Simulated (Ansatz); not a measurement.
## Run report: CH$_{3}$NOS$_{2}$, molecular dynamics

- system: CH$_{3}$NOS$_{2}$
- method: RKS BLYP/6-31G* (Ansatz 0.2.0)

The geometry comes from this level: PBE0-D4/def2-TZVP. Figures and captions count atoms from 1; the log counts them from 0 in places.

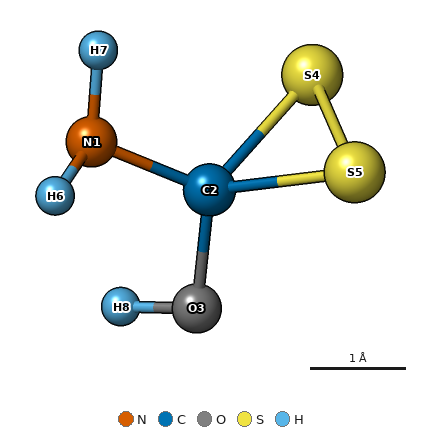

Figure 1. The structure as given in the input (ball-and-stick view, seen at a tilt; atoms are numbered from 1 in the order of the input). Bond lengths as drawn: C–N 1.41 Å, C–O 1.37 Å, C–S 1.81 Å, H–N 1.01 Å, H–O 0.97 Å and S–S 2.09 Å.

Input
```yaml
crystal:
  periodic: [false, false, false]
  atoms:
    - {symbol: N, position_ang: [0.177427, 0.524662, 0.900274]}
    - {symbol: C, position_ang: [-0.058633, -0.158076, -0.311218]}
    - {symbol: O, position_ang: [0.002928, -1.511888, -0.138799]}
    - {symbol: S, position_ang: [-1.364408, 0.551277, -1.349014]}
    - {symbol: S, position_ang: [0.645181, 0.375929, -1.894976]}
    - {symbol: H, position_ang: [1.114946, 0.344909, 1.240438]}
    - {symbol: H, position_ang: [0.024883, 1.518839, 0.804971]}
    - {symbol: H, position_ang: [-0.450223, -1.702652, 0.692323]}
basis:
  gaussian: {orbitals: "6-31G*"}
hamiltonian: {xc: {name: BLYP}}
md: {timestep: 1 fs, n_steps: 20, ensemble: nve, temperature: 1500, initial_velocities: maxwell_boltzmann, seed: 618}
```

Hardware: 2 threads of Arm Neoverse V2, 23 GiB of memory available, shared host.

Launch command:
```bash
ansatz run in.yaml --threads 2 --pin off --events-out ev --progress --plain --max-ram 4352MiB
```

What the program printed
```
Functional definition: BLYP
  name "BLYP"
  cite "Becke, Phys. Rev. A 38, 3098 (1988) doi:10.1103/PhysRevA.38.3098"
  cite "Lee, Yang & Parr, Phys. Rev. B 37, 785 (1988) doi:10.1103/PhysRevB.37.785"
  parameter beta = 0.0042
  parameter a = 0.04918
  parameter b = 0.132
  parameter c = 0.2533
  parameter d = 0.349
  exchange = b88_x(beta = beta)
  correlation = lyp_c(a = a, b = b, c = c, d = d)
1034 factors; their error is unknown
mean field evaluation 1: about -26281.6942 eV, gradient 6.7e1 eV
mean field evaluation 2: about -26213.5222 eV, gradient 1.5e2 eV
mean field evaluation 4: about -26289.7055 eV, gradient 1.3e1 eV
mean field evaluation 8: about -26290.0675 eV, gradient 3.9e-1 eV
mean field evaluation 16: about -26290.0035 eV, gradient 1.7e-4 eV
mean field -26290.00346573 eV, -966.1398073611 hartree, gradient 3.1e-5 eV, S^2 0.000000; 0 other end points of the search recorded, 0 dependent functions left out
the calculation of the forces begins
reference -26290.00375472 eV, -966.1398179814 hartree; 28, 28 occupied and 61, 61 virtual orbitals, 1034 factors
md step     0: t =     0.00 fs  T =  1500.0 K  F+E_penalty+E_count = -26290.00346573 eV  E_kin = 1.163340 eV  conserved = -26288.84012574 eV  (30 SCF iters)
these checks for a lower state are left out or cut short: starts, cluster_reference, orbital_swaps, neighbouring_geometries, increment
1034 factors; their error is unknown
mean field -26290.00394314 eV, -966.1398249056 hartree, gradient 2.4e-5 eV, S^2 0.000000; 0 other end points of the search recorded, 0 dependent functions left out
[... from here on the field's lines of each further geometry are left out, up to the last ...]
md step     1: t =     1.00 fs  T =  1503.4 K  F+E_penalty+E_count = -26290.00394314 eV  E_kin = 1.165968 eV  conserved = -26288.83797505 eV  (31 SCF iters)
md step     2: t =     2.00 fs  T =  1476.2 K  F+E_penalty+E_count = -26289.98279852 eV  E_kin = 1.144877 eV  conserved = -26288.83792106 eV  (31 SCF iters)
md step     3: t =     3.00 fs  T =  1425.9 K  F+E_penalty+E_count = -26289.94475087 eV  E_kin = 1.105889 eV  conserved = -26288.83886169 eV  (30 SCF iters)
md step     4: t =     4.00 fs  T =  1345.9 K  F+E_penalty+E_count = -26289.88115524 eV  E_kin = 1.043849 eV  conserved = -26288.83730607 eV  (30 SCF iters)
md step     5: t =     5.00 fs  T =  1259.7 K  F+E_penalty+E_count = -26289.81295230 eV  E_kin = 0.976985 eV  conserved = -26288.83596778 eV  (31 SCF iters)
md step     6: t =     6.00 fs  T =  1189.6 K  F+E_penalty+E_count = -26289.75905296 eV  E_kin = 0.922627 eV  conserved = -26288.83642614 eV  (31 SCF iters)
md step     7: t =     7.00 fs  T =  1129.5 K  F+E_penalty+E_count = -26289.71319524 eV  E_kin = 0.875992 eV  conserved = -26288.83720287 eV  (30 SCF iters)
md step     8: t =     8.00 fs  T =  1064.9 K  F+E_penalty+E_count = -26289.66317369 eV  E_kin = 0.825896 eV  conserved = -26288.83727727 eV  (30 SCF iters)
md step     9: t =     9.00 fs  T =   993.0 K  F+E_penalty+E_count = -26289.60703200 eV  E_kin = 0.770159 eV  conserved = -26288.83687290 eV  (31 SCF iters)
md step    10: t =    10.00 fs  T =   926.1 K  F+E_penalty+E_count = -26289.55375516 eV  E_kin = 0.718252 eV  conserved = -26288.83550290 eV  (31 SCF iters)
md step    11: t =    11.00 fs  T =   884.1 K  F+E_penalty+E_count = -26289.52200478 eV  E_kin = 0.685703 eV  conserved = -26288.83630199 eV  (33 SCF iters)
md step    12: t =    12.00 fs  T =   851.3 K  F+E_penalty+E_count = -26289.49908481 eV  E_kin = 0.660267 eV  conserved = -26288.83881806 eV  (32 SCF iters)
md step    13: t =    13.00 fs  T =   791.0 K  F+E_penalty+E_count = -26289.45135870 eV  E_kin = 0.613507 eV  conserved = -26288.83785199 eV  (32 SCF iters)
md step    14: t =    14.00 fs  T =   714.7 K  F+E_penalty+E_count = -26289.38991491 eV  E_kin = 0.554322 eV  conserved = -26288.83559278 eV  (32 SCF iters)
md step    15: t =    15.00 fs  T =   658.5 K  F+E_penalty+E_count = -26289.34618082 eV  E_kin = 0.510716 eV  conserved = -26288.83546483 eV  (32 SCF iters)
md step    16: t =    16.00 fs  T =   626.1 K  F+E_penalty+E_count = -26289.32261377 eV  E_kin = 0.485597 eV  conserved = -26288.83701694 eV  (33 SCF iters)
md step    17: t =    17.00 fs  T =   591.5 K  F+E_penalty+E_count = -26289.29667857 eV  E_kin = 0.458709 eV  conserved = -26288.83796942 eV  (33 SCF iters)
md step    18: t =    18.00 fs  T =   536.7 K  F+E_penalty+E_count = -26289.25374953 eV  E_kin = 0.416264 eV  conserved = -26288.83748590 eV  (33 SCF iters)
md step    19: t =    19.00 fs  T =   472.4 K  F+E_penalty+E_count = -26289.20217255 eV  E_kin = 0.366349 eV  conserved = -26288.83582310 eV  (50 SCF iters)
the calculation of the forces begins
reference -26289.16931973 eV, -966.1091530610 hartree; 28, 28 occupied and 61, 61 virtual orbitals, 1034 factors
1034 factors; their error is unknown
mean field evaluation 192: about -26287.0700 eV, gradient 2.8e1 eV
mean field -26289.16901896 eV, -966.1091420080 hartree, gradient 3.0e-5 eV, S^2 0.000000; 1 other end points of the search recorded, 0 dependent functions left out
the calculation of the forces begins
reference -26289.16931973 eV, -966.1091530610 hartree; 28, 28 occupied and 61, 61 virtual orbitals, 1034 factors
md step    20: t =    20.00 fs  T =   431.3 K  F+E_penalty+E_count = -26289.16901896 eV  E_kin = 0.334500 eV  conserved = -26288.83451928 eV  (33 SCF iters)
```

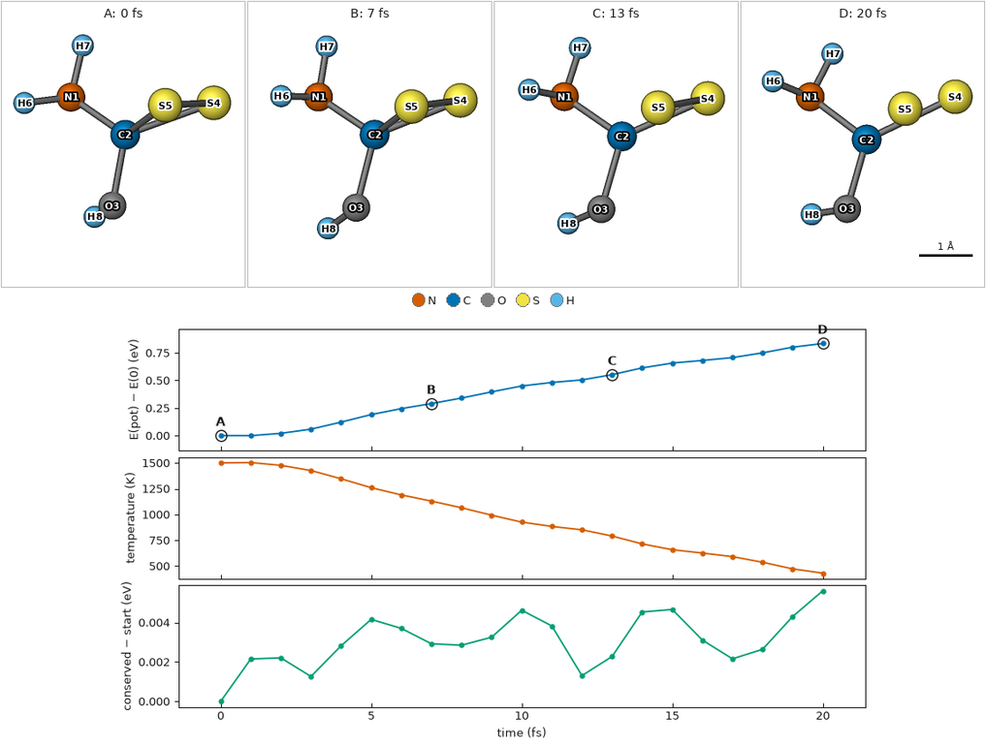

Figure 2. Frames of the molecular dynamics (ball-and-stick, seen at a tilt) above the curves, on which the letters mark them. The trajectory kept here has 21 frames over 20 fs. The temperature starts at 1500 K, ranges from 431 to 1503 K and averages 680 K over the second half. The potential energy ends 0.834 eV above its first value. The conserved quantity stays within 0.0056 eV. After an unweighted best fit of the last frame on the first, the root-mean-square displacement is 0.26 Å.

```
Total energy: -26289.16931973 eV, -966.1091530610 hartree
Atom 0 at     0.099823     0.529033     0.972945 Å, force    -1.390964    -0.936835    -0.470324 eV/Å
Atom 1 at    -0.254898    -0.238669    -0.191346 Å, force     2.526006     1.343937    -1.471780 eV/Å
Atom 2 at     0.139344    -1.581592    -0.134630 Å, force    -1.347357     1.361850    -0.949645 eV/Å
Atom 3 at    -1.463220     0.666009    -1.306293 Å, force     1.526430    -1.415232    -0.071385 eV/Å
Atom 4 at     0.783397     0.315308    -2.019702 Å, force    -1.929358     0.567775     0.817697 eV/Å
Atom 5 at     1.078405     0.762835     1.078868 Å, force     0.595742    -0.233419    -0.069319 eV/Å
Atom 6 at    -0.457711     1.380115     0.957606 Å, force     0.060284     0.311910     0.191175 eV/Å
Atom 7 at     0.067430    -1.696941     0.805099 Å, force    -0.040782    -0.999987     2.023582 eV/Å
Dipole moment:     0.046693     0.143030     0.813409 e Å
```

Trajectory as extended XYZ (Å, eV, eV/Å), 12 of the 21 frames kept, from step=0 to step=20
```
8
Properties=species:S:1:pos:R:3:forces:R:3 step=0 time_fs=0.0 energy=-26290.00347 temperature=1500.0
N     0.1774    0.5247    0.9003   -0.3795  -0.0578   0.6150
C    -0.0586   -0.1581   -0.3112    0.0950  -0.0454   0.5105
O     0.0029   -1.5119   -0.1388    0.5683  -0.9129  -0.6679
S    -1.3644    0.5513   -1.3490   -1.8689   0.5308  -0.2675
S     0.6452    0.3759   -1.8950    1.5181   0.1325  -1.2149
H     1.1149    0.3449    1.2404    0.5476  -0.0777   0.2120
H     0.0249    1.5188    0.8050   -0.0390   0.5857   0.0163
H    -0.4502   -1.7027    0.6923   -0.4416  -0.1552   0.7965
8
Properties=species:S:1:pos:R:3:forces:R:3 step=2 time_fs=2.0 energy=-26289.98280 temperature=1476.2
N     0.1607    0.5227    0.8977    1.0263   1.0021   1.3732
C    -0.0978   -0.1522   -0.3005    0.3773  -0.5864   0.2640
O     0.0211   -1.5229   -0.1346    0.7216  -0.1974  -1.5889
S    -1.3708    0.5634   -1.3413   -1.5538   0.3772  -0.4557
S     0.6612    0.3686   -1.9071    0.8685   0.1259  -0.8027
H     1.1672    0.3818    1.1514   -0.7234   0.0581   0.0395
H    -0.0133    1.5504    0.8712    0.0122  -0.7370  -0.2128
H    -0.3587   -1.7916    0.6975   -0.7287  -0.0425   1.3834
8
Properties=species:S:1:pos:R:3:forces:R:3 step=4 time_fs=4.0 energy=-26289.88115 temperature=1345.9
N     0.1466    0.5234    0.8987    1.8200   1.2283   1.5931
C    -0.1358   -0.1482   -0.2889    0.7031  -1.0292   0.2013
O     0.0409   -1.5346   -0.1337   -0.2269  -0.4560   0.0763
S    -1.3792    0.5759   -1.3341   -1.2430   0.2289  -0.6408
S     0.6783    0.3615   -1.9203    0.2510   0.1307  -0.4262
H     1.1937    0.4205    1.0648   -1.3077   0.0544   0.2096
H    -0.0513    1.5565    0.9293   -0.0254  -1.0685  -0.4376
H    -0.2922   -1.8795    0.7483    0.0289   0.9113  -0.5758
8
Properties=species:S:1:pos:R:3:forces:R:3 step=5 time_fs=5.0 energy=-26289.81295 temperature=1259.7
N     0.1413    0.5250    0.9009    1.7832   0.8604   1.4417
C    -0.1541   -0.1473   -0.2829    0.8805  -1.1892   0.2161
O     0.0507   -1.5408   -0.1335   -0.5126  -0.5083   0.6209
S    -1.3839    0.5823   -1.3308   -1.0820   0.1495  -0.7166
S     0.6870    0.3579   -1.9270   -0.0333   0.1413  -0.2544
H     1.1889    0.4407    1.0239   -1.0944   0.0059   0.3886
H    -0.0704    1.5441    0.9525   -0.1333  -0.7180  -0.4848
H    -0.2602   -1.9127    0.7703    0.1918   1.2583  -1.2113
8
Properties=species:S:1:pos:R:3:forces:R:3 step=7 time_fs=7.0 energy=-26289.71320 temperature=1129.5
N     0.1343    0.5296    0.9081    0.8470  -0.4962   0.8372
C    -0.1882   -0.1485   -0.2703    1.2698  -1.3932   0.2512
O     0.0693   -1.5541   -0.1318   -0.6535  -0.0289   0.4508
S    -1.3943    0.5952   -1.3248   -0.7351  -0.0328  -0.8113
S     0.7044    0.3510   -1.9408   -0.5438   0.1884   0.0527
H     1.1530    0.4808    0.9550    0.2609  -0.0777   0.7157
H    -0.1142    1.5047    0.9852   -0.4824   0.5663  -0.4088
H    -0.1908   -1.9419    0.7777    0.0371   1.2739  -1.0875
8
Properties=species:S:1:pos:R:3:forces:R:3 step=9 time_fs=9.0 energy=-26289.60703 temperature=993.0
N     0.1296    0.5330    0.9175   -0.2646  -1.0104   0.3777
C    -0.2183   -0.1542   -0.2568    1.7177  -1.4319   0.1899
O     0.0864   -1.5673   -0.1293   -0.4611   1.1783  -1.3469
S    -1.4056    0.6080   -1.3198   -0.3580  -0.2480  -0.8192
S     0.7210    0.3444   -1.9545   -0.9712   0.2611   0.2918
H     1.1268    0.5184    0.9128    1.3155   0.0100   0.7835
H    -0.1756    1.4843    1.0022   -0.4967   0.8308  -0.3023
H    -0.1210   -1.9246    0.7482   -0.4816   0.4101   0.8256
8
Properties=species:S:1:pos:R:3:forces:R:3 step=11 time_fs=11.0 energy=-26289.52200 temperature=884.1
N     0.1244    0.5339    0.9281   -0.0299  -0.1223   0.1873
C    -0.2428   -0.1645   -0.2429    2.1741  -1.2391   0.0226
O     0.1024   -1.5777   -0.1299   -0.6042   1.8443  -2.1700
S    -1.4173    0.6205   -1.3158    0.0276  -0.4761  -0.7496
S     0.7365    0.3380   -1.9678   -1.3054   0.3323   0.4443
H     1.1447    0.5566    0.9002    0.1990   0.1480   0.6947
H    -0.2541    1.4917    1.0074    0.1550  -0.3575  -0.3030
H    -0.0686   -1.8909    0.7488   -0.6164  -0.1296   1.8737
8
Properties=species:S:1:pos:R:3:forces:R:3 step=13 time_fs=13.0 energy=-26289.45136 temperature=791.0
N     0.1191    0.5343    0.9392    0.4112   0.3774  -0.0253
C    -0.2604   -0.1787   -0.2288    2.5322  -0.8495  -0.1958
O     0.1167   -1.5839   -0.1352   -1.2755   1.2957   0.3137
S    -1.4290    0.6325   -1.3127    0.4070  -0.6992  -0.6199
S     0.7504    0.3320   -1.9807   -1.5476   0.3905   0.5423
H     1.1701    0.5999    0.9142   -1.0874   0.1060   0.5446
H    -0.3271    1.4871    1.0012    0.6871  -0.9675  -0.2248
H    -0.0381   -1.8592    0.8113   -0.1271   0.3467  -0.3349
8
Properties=species:S:1:pos:R:3:forces:R:3 step=15 time_fs=15.0 energy=-26289.34618 temperature=658.5
N     0.1148    0.5356    0.9502    0.1252  -0.2472  -0.2951
C    -0.2699   -0.1956   -0.2154    2.7458  -0.3754  -0.4757
O     0.1281   -1.5869   -0.1398   -1.6524   1.1117   1.9860
S    -1.4402    0.6436   -1.3103    0.7790  -0.9240  -0.4491
S     0.7625    0.3265   -1.9928   -1.7169   0.4465   0.6283
H     1.1574    0.6471    0.9488   -0.9672  -0.0102   0.3388
H    -0.3755    1.4485    0.9867    0.5457  -0.3517  -0.0331
H    -0.0132   -1.8157    0.8641    0.1408   0.3503  -1.7001
8
Properties=species:S:1:pos:R:3:forces:R:3 step=16 time_fs=16.0 energy=-26289.32261 temperature=626.1
N     0.1129    0.5362    0.9554   -0.2882  -0.9019  -0.4247
C    -0.2714   -0.2046   -0.2092    2.7947  -0.0980  -0.6548
O     0.1323   -1.5874   -0.1406   -1.7003   1.1798   2.0842
S    -1.4455    0.6488   -1.3094    0.9581  -1.0366  -0.3573
S     0.7678    0.3240   -1.9986   -1.7805   0.4772   0.6708
H     1.1360    0.6708    0.9715   -0.3639  -0.0351   0.2418
H    -0.3910    1.4220    0.9785    0.2196   0.2752   0.0676
H     0.0008   -1.7885    0.8682    0.1607   0.1394  -1.6276
8
Properties=species:S:1:pos:R:3:forces:R:3 step=18 time_fs=18.0 energy=-26289.25375 temperature=536.7
N     0.1081    0.5350    0.9650   -1.3333  -1.8443  -0.5910
C    -0.2675   -0.2226   -0.1985    2.7611   0.5791  -1.0836
O     0.1377   -1.5862   -0.1385   -1.5707   1.4136   0.7859
S    -1.4551    0.6582   -1.3077    1.2819  -1.2495  -0.1871
S     0.7767    0.3193   -2.0096   -1.8743   0.5361   0.7493
H     1.0902    0.7173    1.0231    1.0247  -0.0085   0.1132
H    -0.4193    1.3825    0.9647   -0.3380   1.0880   0.1833
H     0.0332   -1.7330    0.8351    0.0486  -0.5146   0.0300
8
Properties=species:S:1:pos:R:3:forces:R:3 step=20 time_fs=20.0 energy=-26289.16902 temperature=431.3
N     0.0998    0.5290    0.9729   -1.3910  -0.9368  -0.4703
C    -0.2549   -0.2387   -0.1913    2.5260   1.3439  -1.4718
O     0.1393   -1.5816   -0.1346   -1.3474   1.3619  -0.9496
S    -1.4632    0.6660   -1.3063    1.5264  -1.4152  -0.0714
S     0.7834    0.3153   -2.0197   -1.9294   0.5678   0.8177
H     1.0784    0.7628    1.0789    0.5957  -0.2334  -0.0693
H    -0.4577    1.3801    0.9576    0.0603   0.3119   0.1912
H     0.0674   -1.6969    0.8051   -0.0408  -1.0000   2.0236
```

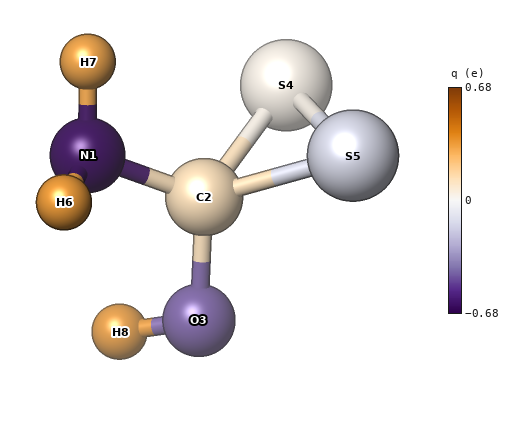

Figure 3. Mulliken charges, as the colour of each atom (ball-and-stick view, seen at a tilt; atoms are numbered from 1 in the order of the input). By element: N −0.64, C +0.14, O −0.47, S −0.12 to +0.04 and H +0.33 to +0.39 e.

Summary

- outcome: finished
- mean temperature over the second half: 680 K
- trajectory: 20 steps, 20 fs
- ensemble: nve
- temperature in the input: 1500 K
- time step: 1 fs
- potential energy (last step): −26289.1693 eV
- SCF solution under orbital rotations (last step): stable
- largest force (length of the vector) (last step): 3.218 eV/Å
- dipole moment (last step): 3.97 D
- wall time: 28 s (CPU time 53 s)
- peak memory: 0.41 GiB

Remarks

So short a trajectory is not equilibrated.
